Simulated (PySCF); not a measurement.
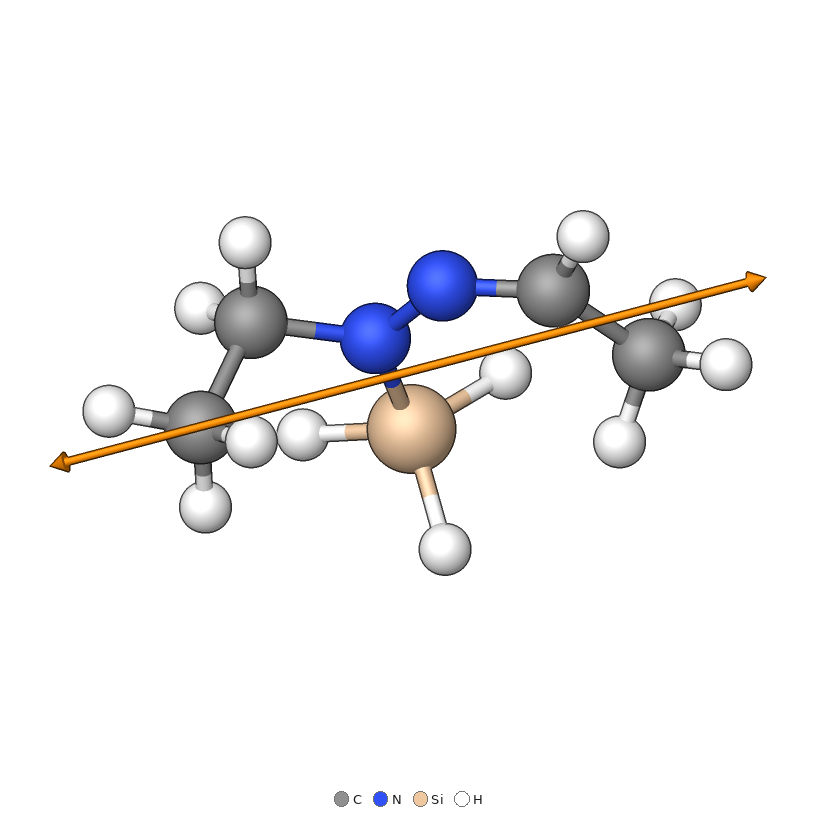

The double arrow shows the direction of the transition dipole to excited singlet state 3 (its length means nothing). Computed geometry: GFN2-xTB optimisation. No frequency run is at hand to confirm it as a minimum. Properties computed with TDDFT PBE0/def2-SVPD, vertical, gas phase, core orbitals frozen in the response (PySCF 2.14.0).

> Give its energy, strength and character.

5.63 eV (220 nm), oscillator strength 0.076, mainly HOMO−1 → LUMO (weight 0.51); transition dipole 1.89 D.

The geometry is semi-empirical. Around Si such bond lengths and angles can be off by a tenth of an ångström or more and by several degrees, and values that hang on the shape move with them.
